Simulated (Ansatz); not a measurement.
## Run report: Al6N6, single-point calculation

Al6N6, computed with RKS PBE0-D4/def2-TZVP (Ansatz 0.2.0).

The geometry comes from this level: PBE-D4/def2-SVP.

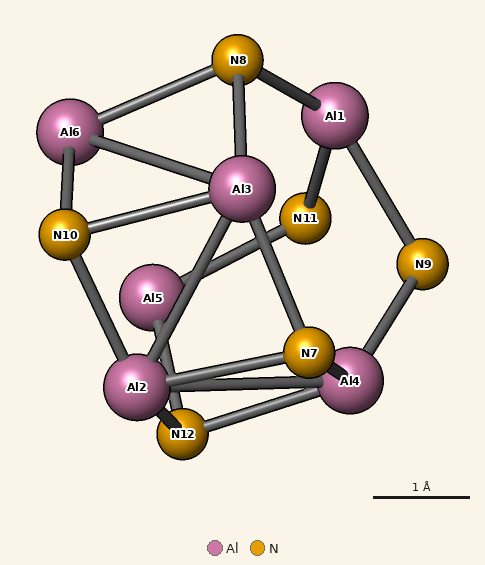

Fig. 1: The structure (ball-and-stick view, seen at a tilt; atoms are numbered from 1 in the order of the input). Sticks mark near contacts. Bond lengths as drawn: Al–Al 2.46 to 2.55 Å and Al–N 1.80 to 1.94 Å.

The input:
```yaml
crystal:
  periodic: [false, false, false]
  atoms:
    - {symbol: Al, position_ang: [-0.975222, 1.371852, -1.050740]}
    - {symbol: Al, position_ang: [1.091442, -1.198414, 1.215338]}
    - {symbol: Al, position_ang: [0.716368, 1.224709, 1.367799]}
    - {symbol: Al, position_ang: [1.337414, -0.315398, -1.130240]}
    - {symbol: Al, position_ang: [-1.167645, -1.429782, -0.726126]}
    - {symbol: Al, position_ang: [-1.537937, 0.028551, 1.488705]}
    - {symbol: N, position_ang: [2.037761, 0.296009, 0.464391]}
    - {symbol: N, position_ang: [-0.977883, 1.717898, 0.713695]}
    - {symbol: N, position_ang: [0.165128, 0.580421, -2.275474]}
    - {symbol: N, position_ang: [0.053948, -0.247049, 2.406809]}
    - {symbol: N, position_ang: [-1.315806, -0.119750, -2.061974]}
    - {symbol: N, position_ang: [0.572423, -1.909067, -0.412163]}
basis:
  gaussian: {orbitals: def2-TZVP, initial_orbitals: start.molden}
hamiltonian: {xc: pbe0, dispersion: d4}
scf: {omitted_lower_state_checks: [starts]}
output: {orbitals: {seedname: orbitals}}
```

Hardware: 4 threads of Arm Neoverse V2, 23 GiB of memory available, shared host.

Command:
```bash
ansatz run in.yaml --threads 4 --pin off --events-out ev --progress --plain --max-ram 6963MiB
```

The program's output:
```
Functional definition: PBE0
  name "PBE0"
  cite "Adamo & Barone, J. Chem. Phys. 110, 6158 (1999) doi:10.1063/1.478522"
  cite "Perdew, Burke & Ernzerhof, Phys. Rev. Lett. 77, 3865 (1996) doi:10.1103/PhysRevLett.77.3865"
  parent pbe
  parameter a = 0.25
  parameter kappa = 0.804
  parameter beta = 0.06672455060314922
  exchange = (1 - a)*pbe_x(kappa = kappa, mu = beta*pi^2/3) + a*exact_x
  correlation = pbe_c(beta = beta)
these checks for a lower state are left out or cut short: starts
2604 factors; their error is unknown
mean field evaluation 1: about -48373.7568 eV, gradient 2.9e2 eV
mean field evaluation 2: about -48431.9859 eV, gradient 8.3e1 eV
mean field evaluation 4: about -48496.2387 eV, gradient 1.9e1 eV
mean field evaluation 8: about -48502.0239 eV, gradient 2.5e-1 eV
mean field -48502.02420748 eV, -1782.4165137722 hartree, gradient 1.6e-5 eV, S^2 0.000000; 0 other end points of the search recorded, 0 dependent functions left out
reference -48502.02424510 eV, -1782.4165151547 hartree; 60, 60 occupied and 348, 348 virtual orbitals, 2604 factors
Total energy: -48502.80793762 eV, -1782.4453153234 hartree
Checks for a lower state left out: starts
```

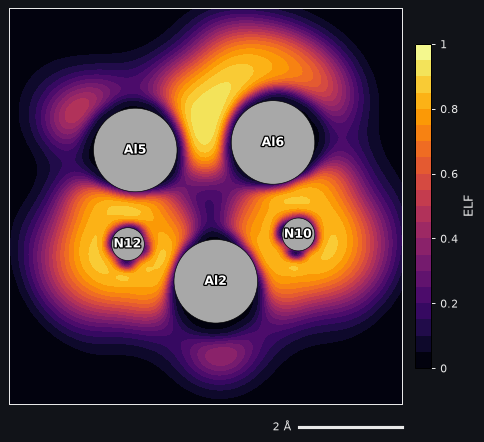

Fig. 2: Electron localisation function on the plane of atoms Al2, N12 and Al5. Grey discs, where drawn, cover atomic cores. The section cuts through Al and N sites. Al–N (1.84 Å): the ELF peaks at about 0.85 in the valence shell of N, 0.7 Å from its nucleus, and is about 0.60 at the midpoint.

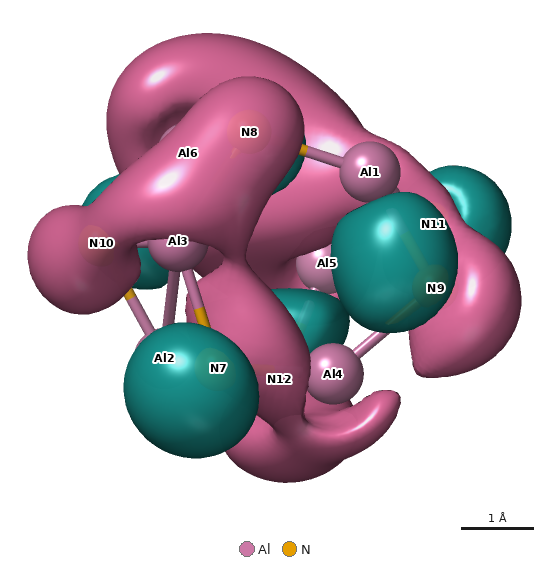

Fig. 3: One frontier orbital at ±0.06 Å⁻³ᐟ² (teal and pink are the two phases), seen at a tilt. The HOMO−1, at −6.44 eV. By Hirshfeld shares it lies mainly on Al6 (20 %), Al5 (20 %), N7 (10 %), N12 (10 %) and N9 (10 %).

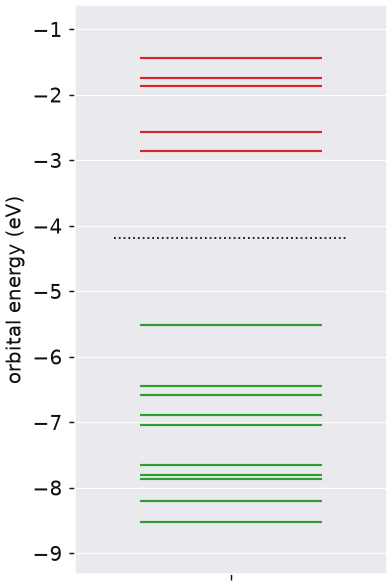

Fig. 4: Orbital energies near the frontier; the dotted line parts filled from empty levels, and levels within 0.02 eV of each other stand side by side. Highest filled −5.51 eV, lowest empty −2.85 eV, 2.66 eV apart.

Results in brief:

```csv
quantity,value
outcome,converged
total energy,−48502.8079 eV
mean-field energy,−48502.0242 eV
dispersion energy,−0.7837 eV
SCF solution under orbital rotations,stable
HOMO,−5.51 eV
LUMO,−2.85 eV
wall time,31 s (CPU time 2 min)
peak memory,2.4 GiB
```
